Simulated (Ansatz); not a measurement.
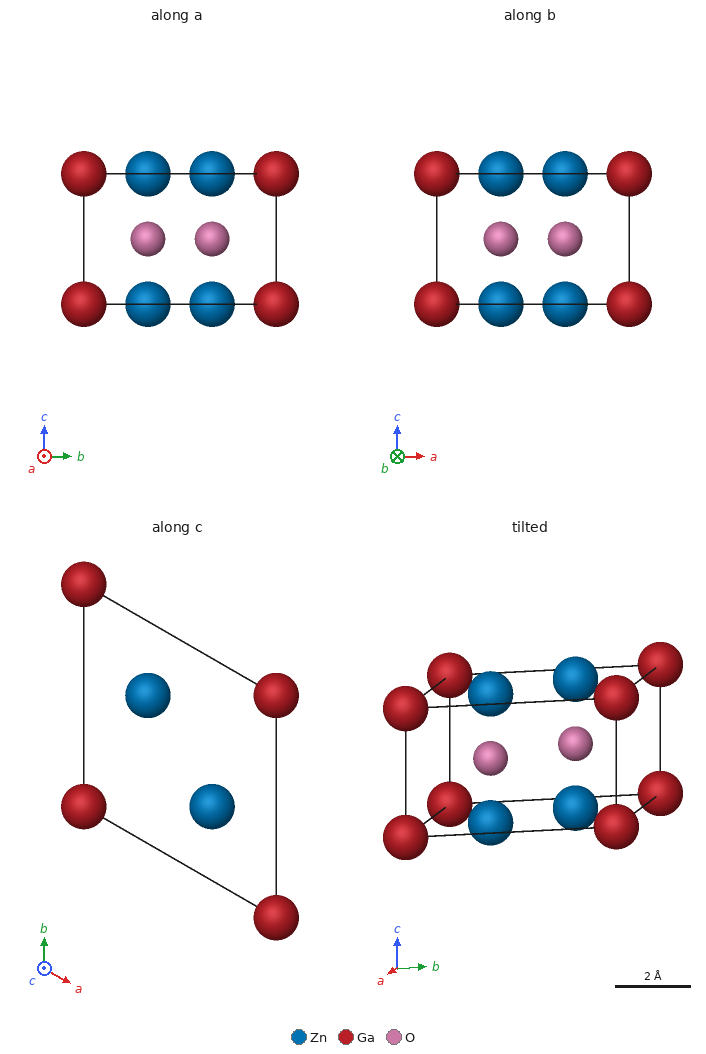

Shown here is a spheres-only view of the crystal, taken along the a axis, along the b axis, along the c axis and slightly off an axis. The parallelepiped is the conventional unit cell.

Lattice parameters: a = 5.956 Å, b = 5.956 Å, c = 3.495 Å, α = 90.00°, β = 90.00°, γ = 120.00°.

### Convert the drawing into a table of Wyckoff sites.

Space group P6/mmm (No. 191).
```tsv
atom	site	x	y	z
Zn	2c	0.3333	0.6667	0.0000
Ga	1a	0.0000	0.0000	0.0000
O	2d	0.3333	0.6667	0.5000
```

It goes back to a random cell made by a generator, so it need not be a real form of the compound. The structure drawn was relaxed with DFT PBE, scalar-relativistic, plane waves, PAW in Ansatz 0.2.0.
